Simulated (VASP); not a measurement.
Band structure of ZnGeP2 (chalcopyrite). Level of theory: PBE GGA, VASP's PBE PAW potentials (set 64) (plane waves; VASP 6.6.1).

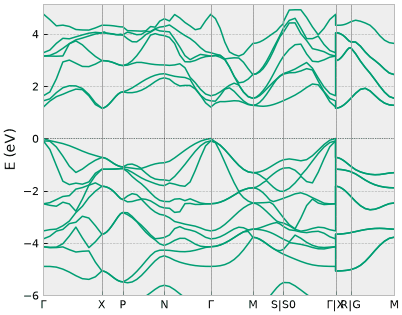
Figure. Bands along high-symmetry lines, zero at the valence-band maximum or, without a gap, the Fermi level

Question: Read the plot: is there a gap, and where are the band edges?

Answer: The gap is indirect, 1.16 eV, from the valence maximum at Γ to the conduction minimum at X. (Edges off the drawn lines would not show.)

The compound is ZnGeP2 in the chalcopyrite structure. It was relaxed first.
